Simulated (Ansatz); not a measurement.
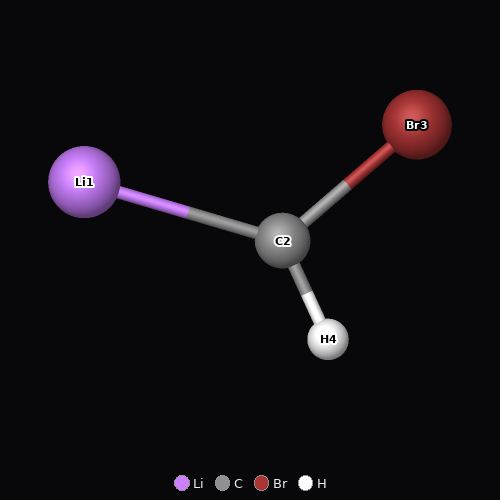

The system is CHBrLi, SMILES [Li][CH+]Br, charge +1; the picture shows the reference structure. Coordinates scanned: (1) bond length C2–H4; (2) angle H4–C2–Br3. Nothing is relaxed (all other coordinates rigid). The grid has 15 × 15 points. Energies: kJ/mol, counted from the lowest grid point. The calculation used Ansatz 0.2.0, RKS r2SCAN-D4/def2-TZVP.

Its coordinates:

```xyz
4

Li    1.3105   -0.8718    1.2107
C    -0.1372   -0.0723   -0.0840
Br   -0.1763    1.6664   -0.5683
H    -0.9862   -0.5466   -0.5962
```

Range: bond length C2–H4 from 0.967 to 1.374 Å; angle H4–C2–Br3 from 80.9 to 130.9°.

> What landscape does the calculation give?

The lowest grid point is at bond length C2–H4 = 1.112 Å, angle H4–C2–Br3 = 105.9°. It is the only kind of minimum in the scanned range. The highest grid point, bond length C2–H4 = 1.374 Å, angle H4–C2–Br3 = 80.9°, lies 133 kJ/mol above the lowest. Round the minimum the two coordinates are nearly uncoupled.

```csv
"angle H4–C2–Br3 ↓, bond length C2–H4 →",0.967,0.996,1.025,1.054,1.083,1.112,1.142,1.171,1.200,1.229,1.258,1.287,1.316,1.345,1.374
130.9,82,67,57,51,48,48,51,55,61,68,76,86,96,106,117
127.3,70,55,45,39,36,36,38,43,49,56,64,73,83,94,105
123.8,60,45,35,29,26,26,28,32,38,45,54,63,73,84,95
120.2,51,36,26,20,17,17,19,23,29,36,45,54,64,75,86
116.6,44,29,19,13,10,10,12,16,22,29,38,47,57,68,79
113.0,39,24,14,7,4,4,7,11,17,24,33,42,52,63,74
109.5,36,21,11,4,1,1,3,8,14,21,29,39,49,60,71
105.9,35,20,9,3,0,0,2,7,13,20,28,38,48,59,70
102.3,36,21,11,4,1,1,4,8,14,21,30,39,49,60,71
98.8,39,24,14,8,5,5,7,11,17,25,33,43,53,64,75
95.2,45,30,20,14,11,11,13,17,23,31,39,49,59,70,81
91.6,54,39,29,22,19,19,22,26,32,40,48,58,68,79,90
88.0,65,50,40,34,31,31,33,38,44,51,60,69,79,90,102
84.5,79,64,54,48,45,45,47,52,58,65,74,83,94,104,116
80.9,96,81,71,65,63,62,65,69,75,83,91,101,111,122,133
```

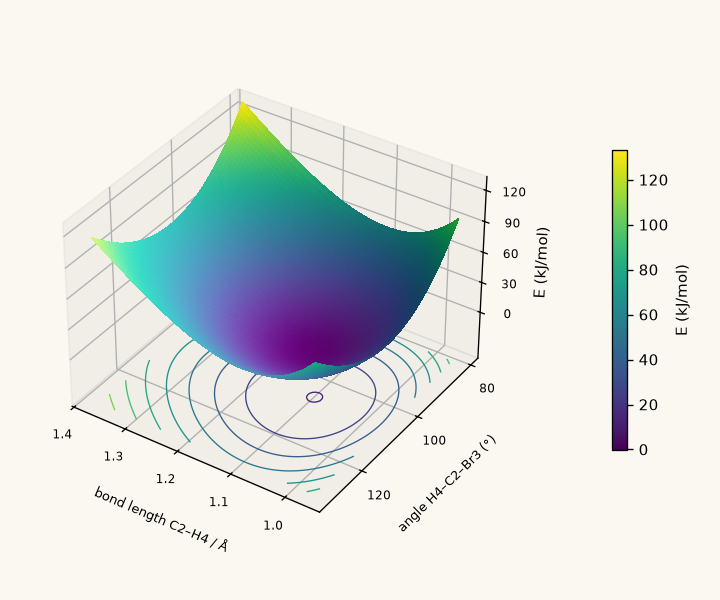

In the figure: a relief with its contours projected below. Between grid points the surface is interpolated.

Time for the 225 points that were run: 15 min on 1 thread of Arm Neoverse V2 (shared host).
